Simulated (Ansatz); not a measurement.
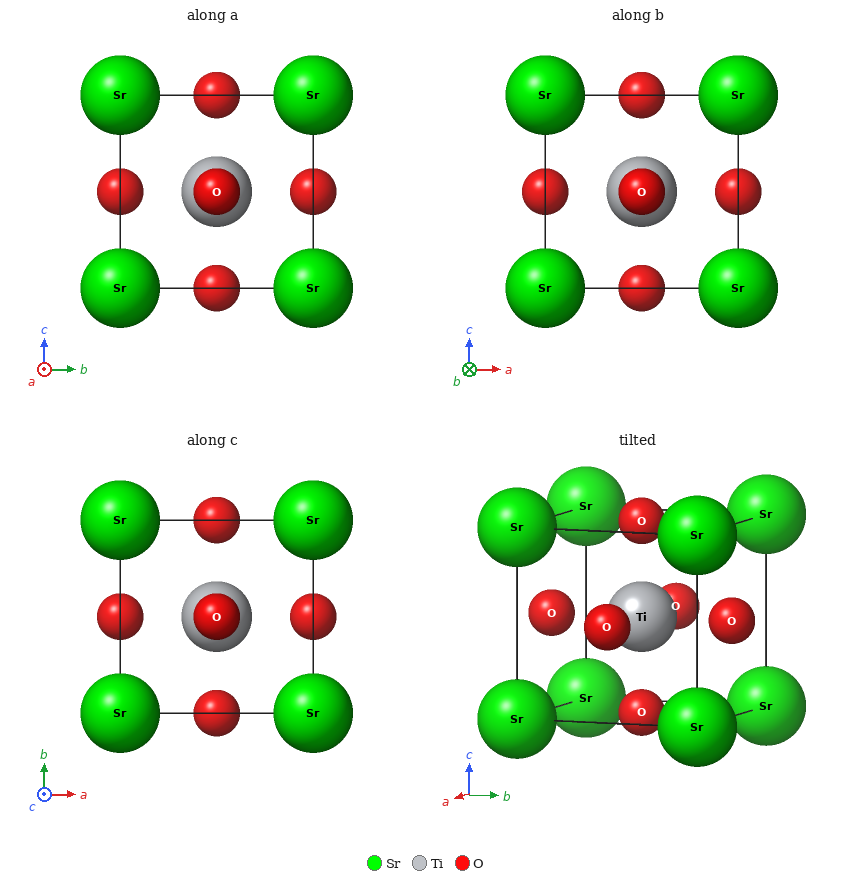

Crystal structure, spheres-only style, seen along the a axis, along the b axis, along the c axis and slightly off an axis. Lines trace the edges of the conventional unit cell.

Lattice parameters: a = 3.854 Å, b = 3.854 Å, c = 3.854 Å, α = 90.00°, β = 90.00°, γ = 90.00°. Put a along x and b in the xy plane.

### From the views, write a POSCAR file.

```
Sr Ti O
1.0
     3.854    0.000    0.000
     0.000    3.854    0.000
     0.000    0.000    3.854
Sr Ti O
1 1 3
Direct
  0.0000 0.0000 0.0000
  0.5000 0.5000 0.5000
  0.5000 0.5000 0.0000
  0.5000 0.0000 0.5000
  0.0000 0.5000 0.5000
```

The structure comes from a structure type filled with these elements by a generator (whether the compound takes this form wasn't checked). The structure drawn was relaxed with Ansatz 0.2.0, DFT, LDA, plane waves, PAW.
